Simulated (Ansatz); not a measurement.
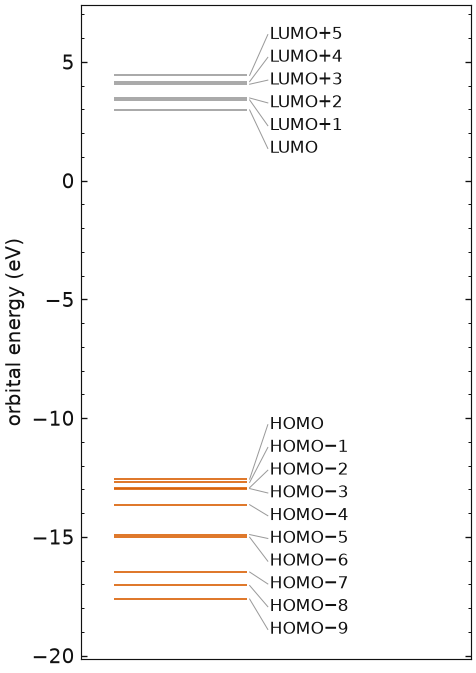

Hartree-Fock orbital energies near the frontier, HF/def2-TZVPP in the Ansatz code 0.2.0, at a PBE0-D4/def2-TZVP geometry (a minimum by its frequencies), isolated molecule; empty levels in grey, levels within 0.03 eV side by side.

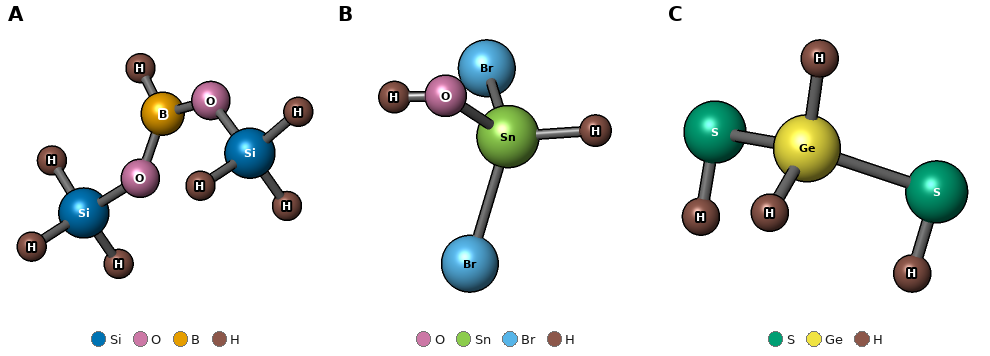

Question: Which molecule has this level scheme? Choose among the lettered structures.

Answer: Structure A, BSi₂H₇O₂, SMILES [SiH3]OBO[SiH3]. HOMO −12.57 eV, LUMO 2.98 eV, separation 15.55 eV.

Known limits of this run: one conformer of a flexible molecule; empty levels above zero depend strongly on the basis.
